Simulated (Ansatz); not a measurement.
# Cl₂H₂HfS₂: a spread of methods and bases

Aim: run Cl₂H₂HfS₂ under a spread of inputs, and see what each costs and gives.

Computed with Ansatz 0.2.0, Gaussian basis. Level: the settings change from run to run.

## 1. The geometry

The geometry comes from an earlier relaxation with PBE0-D4 in a triple-zeta def2 set; it is a stationary point, not always the lowest conformer. Hf takes a core potential in def2 sets; no spin-orbit term is included.

SMILES `[SH][Hf]([SH])([Cl])[Cl]`, 7 atoms, charge 0, spin multiplicity 1.

Atoms are counted from 1 here; the program's logs count them from 0.

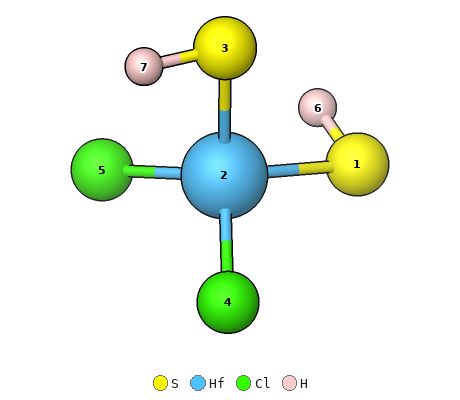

The structure; sulfur yellow, hafnium blue, chlorine green, hydrogen pink; atoms are numbered from 1 in the order of the file.

## 2. rPW86-PBE/def2-mTZVPP

This run has multiplicity 3, atoms shaken by 0.03 Å.

in.yaml

```yaml
crystal:
  periodic: [false, false, false]
  atoms:
    - {symbol: S, position_ang: [0.136553, 1.841241, 1.415906]}
    - {symbol: Hf, position_ang: [0.163868, 0.213140, -0.319098]}
    - {symbol: S, position_ang: [0.396635, -1.949369, 0.824859]}
    - {symbol: Cl, position_ang: [1.995012, 0.613952, -1.719060]}
    - {symbol: Cl, position_ang: [-1.805408, 0.207662, -1.528270]}
    - {symbol: H, position_ang: [-1.172309, 1.560648, 1.713659]}
    - {symbol: H, position_ang: [0.216115, -2.587299, -0.374760]}
basis:
  gaussian: {orbitals: def2-mTZVPP}
magnetization: {spin_polarized: true, initial_magnetization: 2}
hamiltonian: {xc: {name: rPW86-PBE}}
output: {forces: true}
```

Command:

```
$ ansatz run in.yaml --threads 4 --pin off --events-out ev --progress --plain --max-ram 10444MiB
```

Standard output, shortened:

```text
Functional definition: rPW86-PBE
  name "rPW86-PBE"
  cite "Murray, Lee & Langreth, J. Chem. Theory Comput. 5, 2754 (2009) doi:10.1021/ct900365q"
  cite "Perdew, Burke & Ernzerhof, Phys. Rev. Lett. 77, 3865 (1996) doi:10.1103/PhysRevLett.77.3865"
  parent pbe
[...]
1464 factors; their error is unknown
[...]
mean field -48102.26482453 eV, -1767.7256274154 hartree, gradient 6.2e-6 eV, S^2 2.003243; 10 other end points of the search recorded, 0 dependent functions left out
[...]
reference -48102.26493795 eV, -1767.7256315836 hartree; 41, 39 occupied and 113, 115 virtual orbitals, 1464 factors
Total energy: -48102.26493795 eV, -1767.7256315836 hartree
Atom 0 at     0.136553     1.841241     1.415906 Å, force    -0.522277     1.611244     1.404195 eV/Å
Atom 1 at     0.163868     0.213140    -0.319098 Å, force     0.725607    -0.647668    -0.967372 eV/Å
Atom 2 at     0.396635    -1.949369     0.824859 Å, force     0.318941    -0.718632     0.210509 eV/Å
Atom 3 at     1.995012     0.613952    -1.719060 Å, force     1.011644     0.050046    -0.576593 eV/Å
Atom 4 at    -1.805408     0.207662    -1.528270 Å, force    -1.302386     0.106614    -0.684463 eV/Å
Atom 5 at    -1.172309     1.560648     1.713659 Å, force    -0.011105     0.125699     0.524218 eV/Å
Atom 6 at     0.216115    -2.587299    -0.374760 Å, force    -0.220423    -0.527303     0.089506 eV/Å
Dipole moment:    -0.133908    -0.227165     0.372030 e Å
```

Run time: 27 s. Hardware: 4 threads of Arm Neoverse V2, shared host; peak memory 0.65 GiB.

Largest force 2.200 eV/Å, dipole 2.19 D, ⟨S²⟩ 2.003.

## 3. B3LYP/ANO-RCC-VTZP

This run has D3(BJ) dispersion.

in.yaml

```yaml
crystal:
  periodic: [false, false, false]
  atoms:
    - {symbol: S, position_ang: [0.147438, 1.846176, 1.452289]}
    - {symbol: Hf, position_ang: [0.172870, 0.217678, -0.326545]}
    - {symbol: S, position_ang: [0.417685, -1.910654, 0.794045]}
    - {symbol: Cl, position_ang: [1.998417, 0.624869, -1.709405]}
    - {symbol: Cl, position_ang: [-1.837144, 0.224690, -1.505904]}
    - {symbol: H, position_ang: [-1.157192, 1.572481, 1.665068]}
    - {symbol: H, position_ang: [0.257926, -2.575231, -0.369548]}
basis:
  gaussian: {orbitals: ANO-RCC-VTZP}
hamiltonian: {xc: {name: B3LYP}, dispersion: d3bj}
output: {forces: true}
```

The command is unchanged.

Standard output, shortened:

```text
Functional definition: B3LYP
  name "B3LYP"
  cite "Stephens, Devlin, Chabalowski & Frisch, J. Phys. Chem. 98, 11623 (1994) doi:10.1021/j100096a001"
  cite "Becke, Phys. Rev. A 38, 3098 (1988) doi:10.1103/PhysRevA.38.3098"
  cite "Lee, Yang & Parr, Phys. Rev. B 37, 785 (1988) doi:10.1103/PhysRevB.37.785"
  cite "Vosko, Wilk & Nusair, Can. J. Phys. 58, 1200 (1980) doi:10.1139/p80-159"
[...]
2016 factors; integrals over basis functions are off by at most 1.2e-3 eV
[...]
mean field -457257.34170558 eV, -16803.8973675218 hartree, gradient 7.2e-5 eV, S^2 0.000000; 0 other end points of the search recorded, 0 dependent functions left out
[...]
reference -457257.34202783 eV, -16803.8973793643 hartree; 70, 70 occupied and 198, 198 virtual orbitals, 2016 factors
Total energy: -457257.86067025 eV, -16803.9164391219 hartree
Relativity: scalar
Atom 0 at     0.147438     1.846176     1.452289 Å, force     0.026184    -0.073010    -0.092166 eV/Å
Atom 1 at     0.172870     0.217678    -0.326545 Å, force    -0.006360     0.001010     0.003038 eV/Å
Atom 2 at     0.417685    -1.910654     0.794045 Å, force    -0.007247     0.110487    -0.029482 eV/Å
Atom 3 at     1.998417     0.624869    -1.709405 Å, force    -0.075265    -0.011462     0.064339 eV/Å
Atom 4 at    -1.837144     0.224690    -1.505904 Å, force     0.091194     0.001697     0.050100 eV/Å
Atom 5 at    -1.157192     1.572481     1.665068 Å, force    -0.028547     0.009085     0.024098 eV/Å
Atom 6 at     0.257926    -2.575231    -0.369548 Å, force     0.000040    -0.037807    -0.019927 eV/Å
Dipole moment:    -0.130491    -0.055102     0.023518 e Å
```

Wall time 35 s (4 threads of Arm Neoverse V2, shared host); peak memory 1.5 GiB.

Largest force 0.120 eV/Å, dipole 0.69 D.

## 4. r2SCAN/def2-mTZVP

Set apart from the defaults: atoms shaken by 0.03 Å, the search for lower states set to light.

in.yaml

```yaml
crystal:
  periodic: [false, false, false]
  atoms:
    - {symbol: S, position_ang: [0.114160, 1.883559, 1.510067]}
    - {symbol: Hf, position_ang: [0.197681, 0.176892, -0.305804]}
    - {symbol: S, position_ang: [0.394196, -1.917409, 0.765361]}
    - {symbol: Cl, position_ang: [1.935340, 0.682754, -1.725753]}
    - {symbol: Cl, position_ang: [-1.812473, 0.182749, -1.579592]}
    - {symbol: H, position_ang: [-1.169238, 1.572644, 1.652098]}
    - {symbol: H, position_ang: [0.287339, -2.597132, -0.362993]}
basis:
  gaussian: {orbitals: def2-mTZVP}
hamiltonian: {xc: {name: r2SCAN}}
scf: {lower_state_search: light}
```

Same command.

Standard output:

```text
Functional definition: r2SCAN
  name "r2SCAN"
  cite "Furness, Kaplan, Ning, Perdew & Sun, J. Phys. Chem. Lett. 11, 8208 (2020) doi:10.1021/acs.jpclett.0c02405"
  cite "Furness, Kaplan, Ning, Perdew & Sun, J. Phys. Chem. Lett. 11, 9248 (2020) doi:10.1021/acs.jpclett.0c03077"
  parent r2scan
  parameter k0 = 0.174
  parameter k1 = 0.065
  parameter a1 = 4.9479
  exchange = r2scan_x(k0 = k0, k1 = k1, a1 = a1)
  correlation = r2scan_c
1326 factors; their error is unknown
mean field evaluation 1: about -48058.2127 eV, gradient 2.8e1 eV
mean field evaluation 2: about -48049.1774 eV, gradient 6.6e1 eV
mean field evaluation 4: about -48060.3346 eV, gradient 4.0e0 eV
mean field evaluation 8: about -48060.3793 eV, gradient 2.7e-1 eV
mean field evaluation 16: about -48060.3410 eV, gradient 2.2e-4 eV
mean field -48060.34103672 eV, -1766.1849566301 hartree, gradient 2.2e-5 eV, S^2 0.000000; 0 other end points of the search recorded, 0 dependent functions left out
reference -48060.34104891 eV, -1766.1849570782 hartree; 40, 40 occupied and 90, 90 virtual orbitals, 1326 factors
Total energy: -48060.34104891 eV, -1766.1849570782 hartree
```

It took 3.1 s on 4 threads of Arm Neoverse V2, shared host.

## 5. r2SCANh/def2-mTZVPP

This run has density fitting with def2-universal-jkfit, D3(BJ) with three-body dispersion, relativity set to scalar.

in.yaml

```yaml
crystal:
  periodic: [false, false, false]
  atoms:
    - {symbol: S, position_ang: [0.147438, 1.846176, 1.452289]}
    - {symbol: Hf, position_ang: [0.172870, 0.217678, -0.326545]}
    - {symbol: S, position_ang: [0.417685, -1.910654, 0.794045]}
    - {symbol: Cl, position_ang: [1.998417, 0.624869, -1.709405]}
    - {symbol: Cl, position_ang: [-1.837144, 0.224690, -1.505904]}
    - {symbol: H, position_ang: [-1.157192, 1.572481, 1.665068]}
    - {symbol: H, position_ang: [0.257926, -2.575231, -0.369548]}
basis:
  gaussian: {orbitals: def2-mTZVPP, fitting: {mean_field: def2-universal-jkfit}}
hamiltonian: {xc: {name: r2SCANh}, dispersion: d3bjatm, pseudopotentials: {relativity: scalar}}
```

Same command.

Standard output, shortened:

```text
Functional definition: r2SCANh
  name "r2SCANh"
  cite "Bursch, Neugebauer, Ehlert & Grimme, J. Chem. Phys. 156, 134105 (2022) doi:10.1063/5.0086040"
  cite "Furness, Kaplan, Ning, Perdew & Sun, J. Phys. Chem. Lett. 11, 8208 (2020) doi:10.1021/acs.jpclett.0c02405"
  cite "Furness, Kaplan, Ning, Perdew & Sun, J. Phys. Chem. Lett. 11, 9248 (2020) doi:10.1021/acs.jpclett.0c03077"
  parent r2scan
[...]
775 factors; integrals over basis functions are off by at most 3.1e-1 eV
[...]
mean field -48180.88215227 eV, -1770.6147609209 hartree, gradient 1.5e-5 eV, S^2 0.000000; 0 other end points of the search recorded, 0 dependent functions left out
reference -48180.88216245 eV, -1770.6147612951 hartree; 40, 40 occupied and 114, 114 virtual orbitals, 775 factors
Total energy: -48180.97334947 eV, -1770.6181123563 hartree
Relativity: scalar
```

Run time: 3.4 s. Hardware: 4 threads of Arm Neoverse V2, shared host.

## 6. PBEsol/def2-TZVP

Set apart from the defaults: multiplicity 3, the search for lower states set to full.

Changes to in.yaml since step 5:

```diff
@@ -11,3 +11,6 @@
 basis:
-  gaussian: {orbitals: def2-mTZVPP, fitting: {mean_field: def2-universal-jkfit}}
-hamiltonian: {xc: {name: r2SCANh}, dispersion: d3bjatm, pseudopotentials: {relativity: scalar}}
+  gaussian: {orbitals: def2-TZVP}
+magnetization: {spin_polarized: true, initial_magnetization: 2}
+hamiltonian: {xc: {name: PBEsol}}
+scf: {lower_state_search: full}
+output: {forces: true}
```

Same command.

Standard output, shortened:

```text
Functional definition: PBEsol
  name "PBEsol"
  cite "Perdew et al., Phys. Rev. Lett. 100, 136406 (2008) doi:10.1103/PhysRevLett.100.136406"
  cite "Perdew, Burke & Ernzerhof, Phys. Rev. Lett. 77, 3865 (1996) doi:10.1103/PhysRevLett.77.3865"
  parent pbesol
[...]
1467 factors; their error is unknown
[...]
mean field -47966.83856475 eV, -1762.7488041635 hartree, gradient 2.7e-6 eV, S^2 2.003250; 20 other end points of the search recorded, 0 dependent functions left out
[...]
reference -47966.83860757 eV, -1762.7488057371 hartree; 41, 39 occupied and 159, 161 virtual orbitals, 1467 factors
Total energy: -47966.83860757 eV, -1762.7488057371 hartree
Atom 0 at     0.147438     1.846176     1.452289 Å, force     0.022688     1.293510     0.985273 eV/Å
Atom 1 at     0.172870     0.217678    -0.326545 Å, force     0.157119    -0.255089    -1.194396 eV/Å
Atom 2 at     0.417685    -1.910654     0.794045 Å, force     0.326527    -0.084543     0.499809 eV/Å
Atom 3 at     1.998417     0.624869    -1.709405 Å, force     0.514883    -0.011747    -0.143162 eV/Å
Atom 4 at    -1.837144     0.224690    -1.505904 Å, force    -0.394509     0.023572    -0.072958 eV/Å
Atom 5 at    -1.157192     1.572481     1.665068 Å, force    -0.345607    -0.049675     0.348359 eV/Å
Atom 6 at     0.257926    -2.575231    -0.369548 Å, force    -0.281101    -0.916028    -0.422926 eV/Å
Dipole moment:    -0.113489    -0.143459     0.321665 e Å
```

Run time: 36 s. Hardware: 4 threads of Arm Neoverse V2, shared host; peak memory 0.7 GiB.

Largest force 1.626 eV/Å, dipole 1.78 D, ⟨S²⟩ 2.003.

## 7. PBE-QIDH/def2-SVPD

Changes to in.yaml since step 6:

```diff
@@ -11,6 +11,4 @@
 basis:
-  gaussian: {orbitals: def2-TZVP}
-magnetization: {spin_polarized: true, initial_magnetization: 2}
-hamiltonian: {xc: {name: PBEsol}}
-scf: {lower_state_search: full}
+  gaussian: {orbitals: def2-SVPD}
+hamiltonian: {xc: {name: PBE-QIDH}}
 output: {forces: true}
```

Same command.

Standard output, shortened:

```text
Functional definition: PBE-QIDH
  name "PBE-QIDH"
  cite "Brémond, Sancho-García, Pérez-Jiménez & Adamo, J. Chem. Phys. 141, 031101 (2014) doi:10.1063/1.4890314"
  cite "Perdew, Burke & Ernzerhof, Phys. Rev. Lett. 77, 3865 (1996) doi:10.1103/PhysRevLett.77.3865"
[...]
1462 factors; integrals over basis functions are off by at most 1.2e-3 eV
[...]
mean field -48010.17839572 eV, -1764.3415135750 hartree, gradient 4.0e-6 eV, S^2 0.000000; 0 other end points of the search recorded, 0 dependent functions left out
20 core orbitals not correlated: weight in the atoms' cores, before any rotation towards them, 1.000 or more for the frozen orbitals, at most 0.000 for the correlated occupied ones
reference -48010.17841497 eV, -1764.3415142826 hartree; 20, 20 occupied and 119, 119 virtual orbitals, 1462 factors
second order -25.14716470 eV of doubles, -0.00000000 eV of singles
[...]
Total energy: -48018.56080321 eV, -1764.6495613683 hartree
Atom 0 at     0.147438     1.846176     1.452289 Å, force     0.024872     0.020237     0.026080 eV/Å
Atom 1 at     0.172870     0.217678    -0.326545 Å, force     0.022575     0.006530     0.123267 eV/Å
Atom 2 at     0.417685    -1.910654     0.794045 Å, force     0.005314    -0.030176     0.050574 eV/Å
Atom 3 at     1.998417     0.624869    -1.709405 Å, force     0.154419     0.036889    -0.110003 eV/Å
Atom 4 at    -1.837144     0.224690    -1.505904 Å, force    -0.167142    -0.003526    -0.088803 eV/Å
Atom 5 at    -1.157192     1.572481     1.665068 Å, force    -0.034990     0.004512     0.017663 eV/Å
Atom 6 at     0.257926    -2.575231    -0.369548 Å, force    -0.005047    -0.034466    -0.018778 eV/Å
Dipole moment:    -0.150346    -0.068143     0.007416 e Å
```

Run time: 9.5 s. Hardware: 4 threads of Arm Neoverse V2, shared host; peak memory 0.59 GiB.

Largest force 0.193 eV/Å, dipole 0.79 D.

## 8. r2SCAN/x2c-TZVPPall

This run has charge -1, multiplicity 2, D3(BJ) with three-body dispersion.

Changes to in.yaml since step 7:

```diff
@@ -11,4 +11,6 @@
 basis:
-  gaussian: {orbitals: def2-SVPD}
-hamiltonian: {xc: {name: PBE-QIDH}}
+  gaussian: {orbitals: x2c-TZVPPall}
+total_charge: -1
+magnetization: {spin_polarized: true, initial_magnetization: 1}
+hamiltonian: {xc: {name: r2SCAN}, dispersion: d3bjatm}
 output: {forces: true}
```

Launched as before.

Standard output, shortened:

```text
Functional definition: r2SCAN
  name "r2SCAN"
  cite "Furness, Kaplan, Ning, Perdew & Sun, J. Phys. Chem. Lett. 11, 8208 (2020) doi:10.1021/acs.jpclett.0c02405"
  cite "Furness, Kaplan, Ning, Perdew & Sun, J. Phys. Chem. Lett. 11, 9248 (2020) doi:10.1021/acs.jpclett.0c03077"
  parent r2scan
[...]
2091 factors; their error is unknown
[...]
mean field -457251.95185190 eV, -16803.6992940527 hartree, gradient 9.1e-7 eV, S^2 0.754472; 10 other end points of the search recorded, 0 dependent functions left out
[...]
reference -457251.95188541 eV, -16803.6992952842 hartree; 71, 70 occupied and 222, 223 virtual orbitals, 2091 factors
Total energy: -457252.03187785 eV, -16803.7022349519 hartree
Relativity: scalar
Atom 0 at     0.147438     1.846176     1.452289 Å, force    -0.274870     0.359556    -0.080509 eV/Å
Atom 1 at     0.172870     0.217678    -0.326545 Å, force     0.327770    -0.132105     0.743242 eV/Å
Atom 2 at     0.417685    -1.910654     0.794045 Å, force     0.096422    -0.261519     0.181112 eV/Å
Atom 3 at     1.998417     0.624869    -1.709405 Å, force     0.950923     0.073753    -0.789849 eV/Å
Atom 4 at    -1.837144     0.224690    -1.505904 Å, force    -0.889133     0.203386    -0.583614 eV/Å
Atom 5 at    -1.157192     1.572481     1.665068 Å, force    -0.174929     0.028122     0.577141 eV/Å
Atom 6 at     0.257926    -2.575231    -0.369548 Å, force    -0.036183    -0.271193    -0.047523 eV/Å
Dipole moment:    -0.160441    -0.109625    -0.211074 e Å
```

Run time: 1.7 min. Hardware: 4 threads of Arm Neoverse V2, shared host; peak memory 1.7 GiB.

Largest force 1.238 eV/Å, ⟨S²⟩ 0.754.

## 9. B3LYP/def2-mTZVPP

This run has D3(BJ) with three-body dispersion, relativity set to scalar.

Changes to in.yaml since step 8:

```diff
@@ -11,6 +11,4 @@
 basis:
-  gaussian: {orbitals: x2c-TZVPPall}
-total_charge: -1
-magnetization: {spin_polarized: true, initial_magnetization: 1}
-hamiltonian: {xc: {name: r2SCAN}, dispersion: d3bjatm}
+  gaussian: {orbitals: def2-mTZVPP}
+hamiltonian: {xc: {name: B3LYP}, dispersion: d3bjatm, pseudopotentials: {relativity: scalar}}
 output: {forces: true}
```

Launched as before.

Standard output, shortened:

```text
Functional definition: B3LYP
  name "B3LYP"
  cite "Stephens, Devlin, Chabalowski & Frisch, J. Phys. Chem. 98, 11623 (1994) doi:10.1021/j100096a001"
  cite "Becke, Phys. Rev. A 38, 3098 (1988) doi:10.1103/PhysRevA.38.3098"
  cite "Lee, Yang & Parr, Phys. Rev. B 37, 785 (1988) doi:10.1103/PhysRevB.37.785"
  cite "Vosko, Wilk & Nusair, Can. J. Phys. 58, 1200 (1980) doi:10.1139/p80-159"
[...]
1465 factors; integrals over basis functions are off by at most 1.2e-3 eV
[...]
mean field -48186.13146607 eV, -1770.8076696451 hartree, gradient 9.5e-6 eV, S^2 0.000000; 0 other end points of the search recorded, 0 dependent functions left out
[...]
reference -48186.13174862 eV, -1770.8076800287 hartree; 40, 40 occupied and 114, 114 virtual orbitals, 1465 factors
Total energy: -48186.65004736 eV, -1770.8267271560 hartree
Relativity: scalar
Atom 0 at     0.147438     1.846176     1.452289 Å, force     0.077562     0.183897     0.171824 eV/Å
Atom 1 at     0.172870     0.217678    -0.326545 Å, force     0.026365     0.008547     0.075970 eV/Å
Atom 2 at     0.417685    -1.910654     0.794045 Å, force     0.034867    -0.177486     0.191481 eV/Å
Atom 3 at     1.998417     0.624869    -1.709405 Å, force     0.316173     0.073887    -0.232537 eV/Å
Atom 4 at    -1.837144     0.224690    -1.505904 Å, force    -0.338003    -0.000747    -0.196748 eV/Å
Atom 5 at    -1.157192     1.572481     1.665068 Å, force    -0.108713     0.018748     0.063832 eV/Å
Atom 6 at     0.257926    -2.575231    -0.369548 Å, force    -0.008251    -0.106845    -0.073822 eV/Å
Dipole moment:    -0.140935    -0.061275     0.016098 e Å
```

Wall time 2.9 s (4 threads of Arm Neoverse V2, shared host).

Largest force 0.399 eV/Å, dipole 0.74 D.

## 10. BLYP/def2-TZVPP

Options: charge -1, multiplicity 2, coordinates scaled by 1.25, D4 dispersion, relativity set to none.

in.yaml

```yaml
crystal:
  periodic: [false, false, false]
  atoms:
    - {symbol: S, position_ang: [0.184298, 2.307719, 1.815362]}
    - {symbol: Hf, position_ang: [0.216087, 0.272098, -0.408182]}
    - {symbol: S, position_ang: [0.522106, -2.388317, 0.992557]}
    - {symbol: Cl, position_ang: [2.498021, 0.781086, -2.136756]}
    - {symbol: Cl, position_ang: [-2.296430, 0.280863, -1.882380]}
    - {symbol: H, position_ang: [-1.446489, 1.965602, 2.081335]}
    - {symbol: H, position_ang: [0.322407, -3.219039, -0.461935]}
basis:
  gaussian: {orbitals: def2-TZVPP}
total_charge: -1
magnetization: {spin_polarized: true, initial_magnetization: 1}
hamiltonian: {xc: {name: BLYP}, dispersion: d4, pseudopotentials: {relativity: none}}
output: {forces: true}
```

Launched as before.

Standard output, shortened:

```text
Functional definition: BLYP
  name "BLYP"
  cite "Becke, Phys. Rev. A 38, 3098 (1988) doi:10.1103/PhysRevA.38.3098"
  cite "Lee, Yang & Parr, Phys. Rev. B 37, 785 (1988) doi:10.1103/PhysRevB.37.785"
[...]
1632 factors; their error is unknown
[...]
mean field -48059.91327128 eV, -1766.1692365405 hartree, gradient 2.9e-6 eV, S^2 0.756799; 20 other end points of the search recorded, 0 dependent functions left out
[...]
reference -48059.91371759 eV, -1766.1692529421 hartree; 41, 40 occupied and 211, 212 virtual orbitals, 1632 factors
Total energy: -48060.36307224 eV, -1766.1857664206 hartree
Atom 0 at     0.184298     2.307719     1.815362 Å, force    -3.340634    -1.987412    -1.064308 eV/Å
Atom 1 at     0.216087     0.272098    -0.408182 Å, force     0.028317    -0.154876     0.084045 eV/Å
Atom 2 at     0.522106    -2.388317     0.992557 Å, force    -0.522724     0.217667    -3.889517 eV/Å
Atom 3 at     2.498021     0.781086    -2.136756 Å, force    -1.653982    -0.446562     1.300406 eV/Å
Atom 4 at    -2.296430     0.280863    -1.882380 Å, force     1.865164     0.096171     1.125570 eV/Å
Atom 5 at    -1.446489     1.965602     2.081335 Å, force     3.254145     0.636521    -0.445317 eV/Å
Atom 6 at     0.322407    -3.219039    -0.461935 Å, force     0.369714     1.638491     2.889121 eV/Å
Dipole moment:    -0.068613    -0.058766     0.036904 e Å
```

Run time: 62 s. Hardware: 4 threads of Arm Neoverse V2, shared host; peak memory 0.9 GiB.

Largest force 4.030 eV/Å, ⟨S²⟩ 0.757.

## 11. The runs in one table

```csv
level,charge,multiplicity,geometry,functions,energy (eV),time
rPW86-PBE/def2-mTZVPP,0,3,shaken,154,-48102.265,27 s
B3LYP/ANO-RCC-VTZP,0,1,relaxed,268,-457257.861,35 s
r2SCAN/def2-mTZVP,0,1,shaken,130,-48060.341,3.1 s
r2SCANh/def2-mTZVPP,0,1,relaxed,154,-48180.973,3.4 s
PBEsol/def2-TZVP,0,3,relaxed,200,-47966.839,36 s
PBE-QIDH/def2-SVPD,0,1,relaxed,159,-48018.561,9.5 s
r2SCAN/x2c-TZVPPall,-1,2,relaxed,293,-457252.032,1.7 min
B3LYP/def2-mTZVPP,0,1,relaxed,154,-48186.650,2.9 s
BLYP/def2-TZVPP,-1,2,scaled,252,-48060.363,62 s
```

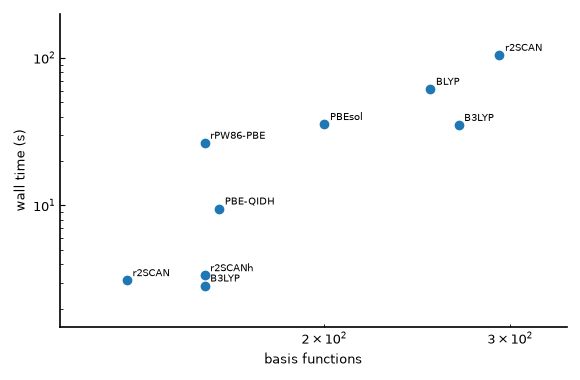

Wall time against the number of basis functions (shared host).

## 12. Summary of results

```
                                         quantity                         value
                                             runs                             9
                                         quickest      B3LYP/def2-mTZVPP, 2.9 s
                                          slowest  r2SCAN/x2c-TZVPPall, 1.7 min
spread of total energies, same state and geometry                   409239.3 eV
                  dipole, same state and geometry                0.69 to 0.79 D
```

**Reading.** r2SCAN/x2c-TZVPPall took 37 times as long as B3LYP/def2-mTZVPP. The jobs differ in tasks and options as well as level. The totals spread over 409239 eV; they can't be compared across methods or bases. Some of these runs are scalar-relativistic and others not, which shifts the totals of all-electron atoms past neon by eV; core potentials, where a basis has them, take the core out of the total altogether. At the PBE0-D4/def2-TZVP geometry and in the same state, runs without warnings or point charges leave forces up to 0.40 eV/Å (B3LYP/def2-mTZVPP). At that geometry and state the dipole changes by 15 % between the lowest and highest value.
